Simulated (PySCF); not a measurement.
# TaO₂Cl: relaxation and vibrations of the singlet

Aim: relax TaO₂Cl as a singlet from a PBE minimum start, check by its vibrations whether the end is a minimum, and collect its spectrum and constants.

Program: PySCF 2.14.0. Level of theory: PBE, basis Ta def2-SVP with ECP60, O def2-SVP, Cl def2-SVP, scalar-relativistic core potentials, no spin–orbit coupling, density fitting. These are calculated values, not measurements.

## (1) Where the work starts

4 atoms, charge 0, spin multiplicity 1.

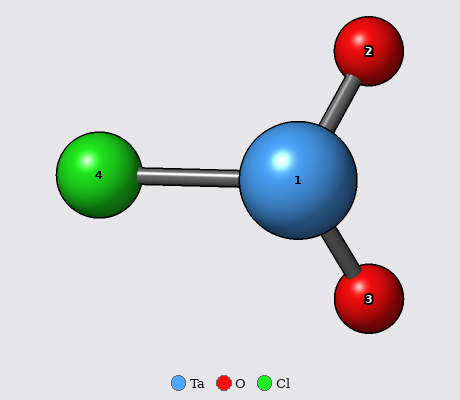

Start geometry, drawn with tantalum blue, oxygen red, chlorine green; atoms are numbered from 1 in the order of the file.

```xyz
4
charge 0 multiplicity 1
Ta   -0.2188    0.0000   -0.1857
O    -0.9683    1.3803    0.5758
O    -0.9683   -1.3803    0.5758
Cl    2.0247    0.0000    0.4381
```

## (2) Finding the electronic state

The steps below are one call of a driver around PySCF. For each, scf.py gives the equivalent set-up of the SCF; relaxations use the driver's own optimiser. After this first run the driver tries any further starts and a stability analysis.

The input, scf.py:

```python
from pyscf import gto, scf, dft
mol = gto.M(atom='''
Ta    -0.218801    -0.000000    -0.185711
O     -0.968320     1.380284     0.575817
O     -0.968320    -1.380284     0.575817
Cl     2.024720     0.000000     0.438080''',
    basis={'Ta': 'def2-SVP', 'O': 'def2-SVP', 'Cl': 'def2-SVP'},
    ecp={'Ta': 'def2-SVP'},
    charge=0, spin=0)
mf = dft.RKS(mol, xc='PBE')
mf.grids.atom_grid = (50, 194)
aux = {'Ta': 'def2-universal-JKFIT', 'O': 'def2-universal-JKFIT', 'Cl': 'def2-universal-JKFIT'}
mf = mf.density_fit(auxbasis=aux)
mf.conv_tol = 1e-08
mf.diis_space = 10
mf.max_cycle = 60
mf.init_guess = 'minao'
mf.verbose = 4
mf.kernel()
```

The run is started by

```console
$ OMP_NUM_THREADS=2 python axn.py task.json out
```

Log:

```text
init E= -654.514531453246
  HOMO = -0.51766957458448  LUMO = -0.447464546218764  gap/eV = 1.91038
cycle= 1 E= -666.60203894944  delta_E= -12.1  |g|= 1.57  |ddm|= 7.97
  HOMO = 0.00975455964565303  LUMO = 0.0361115852851761  gap/eV = 0.71721
cycle= 2 E= -658.981078124446  delta_E= 7.62  |g|= 4.99  |ddm|= 6.88
  HOMO = -0.282381248871885  LUMO = -0.0670339742458954  gap/eV = 5.85990
cycle= 3 E= -666.538507287731  delta_E= -7.56  |g|=  1.6  |ddm|= 6.25
  HOMO = -0.2486093805103  LUMO = -0.194827547452996  gap/eV = 1.46348
cycle= 4 E= -667.015335392723  delta_E= -0.477  |g|=  1.1  |ddm|= 2.21
  HOMO = -0.235137941160428  LUMO = -0.172480483253871  gap/eV = 1.70500
cycle= 5 E= -667.228357833092  delta_E= -0.213  |g|= 0.285  |ddm|= 0.551
  HOMO = -0.242088345579065  LUMO = -0.173827875730918  gap/eV = 1.85746
cycle= 6 E= -667.238821829461  delta_E= -0.0105  |g|= 0.191  |ddm|= 0.297
  HOMO = -0.246293251687064  LUMO = -0.170998855975572  gap/eV = 2.04886
cycle= 7 E= -667.246681943747  delta_E= -0.00786  |g|= 0.0249  |ddm|= 0.144
  HOMO = -0.247708555991538  LUMO = -0.171323057948481  gap/eV = 2.07856
cycle= 8 E= -667.246791371711  delta_E= -0.000109  |g|= 0.00716  |ddm|= 0.0166
  HOMO = -0.247800574386946  LUMO = -0.171149593010609  gap/eV = 2.08578
cycle= 9 E= -667.24680280117  delta_E= -1.14e-05  |g|= 0.00094  |ddm|= 0.00555
  HOMO = -0.247855385910111  LUMO = -0.171137176618648  gap/eV = 2.08761
cycle= 10 E= -667.246802988956  delta_E= -1.88e-07  |g|= 0.000166  |ddm|= 0.000887
  HOMO = -0.247856303732114  LUMO = -0.171145457499588  gap/eV = 2.08741
cycle= 11 E= -667.246802996433  delta_E= -7.48e-09  |g|= 2.6e-05  |ddm|= 0.000196
  HOMO = -0.247853581345677  LUMO = -0.171139520502588  gap/eV = 2.08750
Extra cycle  E= -667.246802995792  delta_E= 6.41e-10  |g|= 5.72e-05  |ddm|= 8.25e-05
converged SCF energy = -667.246802995792
```

This step, with its further starts and checks, took 6.9 s on 2 threads of Arm Neoverse V1, shared host.

No lower closed-shell solution turned up in the test of internal stability.

## (3) Relaxing the singlet from the PBE minimum start

The program finds Cs symmetry in the start, which this walk keeps. The walk stops when the largest gradient is under 0.0003 Eh/bohr and the energy has settled too.

Changes to scf.py since step 2:

```diff
@@ -3,4 +3,4 @@
-Ta    -0.218801    -0.000000    -0.185711
-O     -0.968320     1.380284     0.575817
-O     -0.968320    -1.380284     0.575817
-Cl     2.024720     0.000000     0.438080''',
+Ta    -0.219745     0.000000    -0.186257
+O     -0.969264     1.380284     0.575271
+O     -0.969264    -1.380284     0.575271
+Cl     2.023776     0.000000     0.437534''',
@@ -17 +16,0 @@
-mf.init_guess = 'minao'
```

The optimiser's trace:

| step | energy (Eh) | change (kJ/mol) | largest symmetric gradient (Eh/bohr) |
| --- | --- | --- | --- |
| 0 | -667.246803 | 0.00 | 0.00044 |
| 1 | -667.246804 | 0.00 | 0.00016 |

The walk took 3.7 s.

Positions (Å) and forces (eV/Å) along the way:

```
step 0
Ta  -0.220   0.000  -0.186  -0.021   0.000   0.007
O   -0.969   1.380   0.575   0.011   0.001  -0.009
O   -0.969  -1.380   0.575   0.011  -0.001  -0.009
Cl   2.024   0.000   0.438  -0.001   0.000   0.010
step 1
Ta  -0.221   0.000  -0.186   0.004   0.000  -0.009
O   -0.968   1.381   0.575   0.000   0.004   0.001
O   -0.968  -1.381   0.575   0.000  -0.004   0.001
Cl   2.023   0.000   0.438  -0.003   0.000   0.008
```

End point (Cs, 1 steps, 0.0 kJ/mol gained): Ta–Cl 2.329 Å, Ta–O 1.745 Å (×2); Cl–Ta–O 107.2° (×2), O–Ta–O 104.6°.

## (4) Frequencies

On the finer grid the gradient is checked again; gradients at displacements of ±0.02 bohr then give force constants and infrared intensities.

Changes to scf.py since step 3:

```diff
@@ -3,4 +3,4 @@
-Ta    -0.219745     0.000000    -0.186257
-O     -0.969264     1.380284     0.575271
-O     -0.969264    -1.380284     0.575271
-Cl     2.023776     0.000000     0.437534''',
+Ta    -0.219219     0.000000    -0.186335
+O     -0.968616     1.380347     0.575235
+O     -0.968616    -1.380347     0.575235
+Cl     2.024368     0.000000     0.437524''',
@@ -11 +11 @@
-mf.grids.atom_grid = (50, 194)
+mf.grids.atom_grid = (75, 302)
@@ -14 +14 @@
-mf.conv_tol = 1e-08
+mf.conv_tol = 1e-10
```

The driver hands on the density of the step before, so the log starts near convergence.

Log of the central SCF (cycles and frontier levels):

```text
init E= -667.246967040349
  HOMO = -0.247829761617746  LUMO = -0.171151827292419  gap/eV = 2.08651
cycle= 1 E= -667.246967039029  delta_E= 1.32e-09  |g|= 8.11e-05  |ddm|= 6.53e-05
  HOMO = -0.247829558854684  LUMO = -0.171151724738799  gap/eV = 2.08651
cycle= 2 E= -667.246967008673  delta_E= 3.04e-08  |g|= 0.000389  |ddm|= 0.000313
  HOMO = -0.247829668148021  LUMO = -0.171151753467402  gap/eV = 2.08651
cycle= 3 E= -667.246967040409  delta_E= -3.17e-08  |g|= 8.98e-07  |ddm|= 0.000259
  HOMO = -0.247829719739796  LUMO = -0.171151798725095  gap/eV = 2.08651
cycle= 4 E= -667.246967040412  delta_E= -2.96e-12  |g|= 1.22e-07  |ddm|= 1.27e-06
  HOMO = -0.247829702551849  LUMO = -0.171151779036334  gap/eV = 2.08651
Extra cycle  E= -667.246967040408  delta_E= 4.09e-12  |g|= 2.76e-07  |ddm|= 4.15e-07
converged SCF energy = -667.246967040408
```

The whole step took 50 s.

Geometry: Cs; Ta–Cl 2.329 Å, Ta–O 1.746 Å (×2); Cl–Ta–O 107.3° (×2), O–Ta–O 104.5°.

Harmonic modes (main isotopes):

| symmetry | ω (cm⁻¹) | IR (km/mol) | μ (u) |
| --- | --- | --- | --- |
| a' | 176 | 22.6 | 20.73 |
| a'' | 179 | 0.5 | 19.84 |
| a' | 327 | 5.2 | 17.91 |
| a' | 390 | 41.7 | 36.82 |
| a'' | 911 | 140 | 17.64 |
| a' | 959 | 55.9 | 17.04 |

Every mode is real; the point is a minimum.

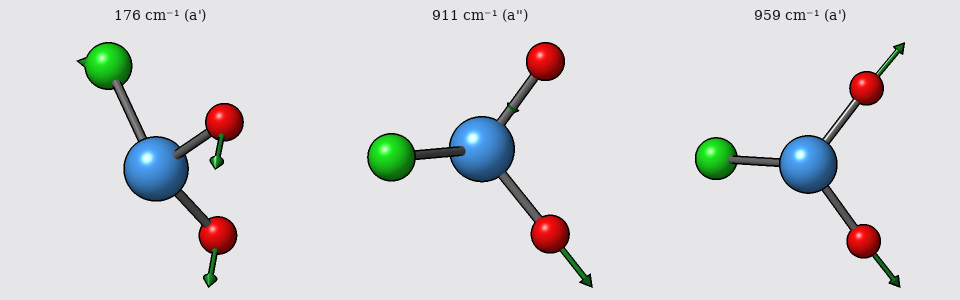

Displacements of 3 of the modes, as arrows (one member where a mode is degenerate).

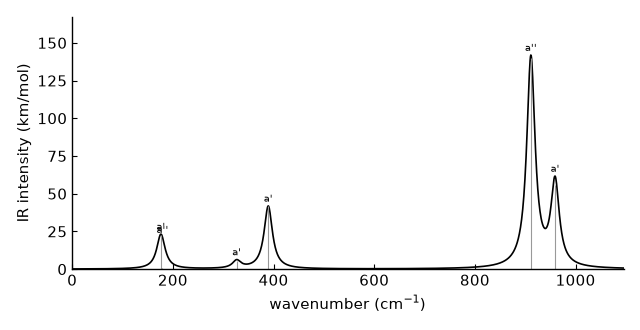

The harmonic infrared spectrum (widths in cm⁻¹). Lines are broadened to a width of 20 cm⁻¹ (Lorentzian).

Constants and moments:

| Quantity | Value |
| --- | --- |
| Dipole moment | 5.45 D |
| Highest occupied level | -6.74 eV |
| Lowest empty level | -4.66 eV |
| Rotational constants | 0.2058, 0.082, 0.06864 cm⁻¹ |
| Zero-point energy | 17.6 kJ/mol |
| Principal polarisabilities | 34.2, 50.0, 58.8 bohr³ |
| Atomisation energy without zero-point energy | 2017 kJ/mol |
| Principal traceless quadrupole moments about the centre of mass | -6.22, -4.89, 11.11 D Å |
| Entropy at 298.15 K and 1 bar | 319.7 J/(mol K) |
| Heat capacity Cp at 298.15 K | 65.7 J/(mol K) |
| Enthalpy at 298.15 K above 0 K | 15.15 kJ/mol |
| Rotational symmetry number | 1 |

Charges (e) and bond orders:

```csv
atom,Mulliken,Löwdin,polar tensor,Mayer order to Ta1
Ta1,0.79,0.06,1.72,–
"O2,3",-0.29,-0.10,-0.64,2.28
Cl4,-0.22,0.14,-0.44,1.22
```

Mulliken populations on Ta1 (outside its core potential): s 2.40, p 6.33, d 3.33, f 0.16.

## (5) Would spin polarisation lower it?

At the lowest minimum the closed shell is tested against spin polarisation, on the (50, 194) grid. It is stable.

## (6) Summary of results

| quantity | value |
| --- | --- |
| minimum | singlet, Cs |
| geometry | Ta–Cl 2.329 Å, Ta–O 1.746 Å (×2); Cl–Ta–O 107.3° (×2), O–Ta–O 104.5° |
| wavenumbers (cm⁻¹) | 176 (a'), 179 (a''), 327 (a'), 390 (a'), 911 (a''), 959 (a') |
| dipole moment | 5.45 D |
| highest occupied, lowest empty level | -6.74, -4.66 eV |
| polar-tensor charge of Ta1 | +1.72 e |
| zero-point energy | 17.6 kJ/mol |
| entropy at 298.15 K | 319.7 J/(mol K) |
| atomisation energy (no zero-point energy) | 2017 kJ/mol |

In words: The molecule stays Cs, as typed, and the end point is a minimum. The strongest infrared band lies at 911 cm⁻¹ (a'', stretch). With 5.5 D the molecule is strongly polar. Other starts or spin states, not run here, may lie lower. With an element this heavy the missing spin–orbit coupling can shift these numbers.

The search up to here took 62 s on 2 threads of Arm Neoverse V1, shared host.
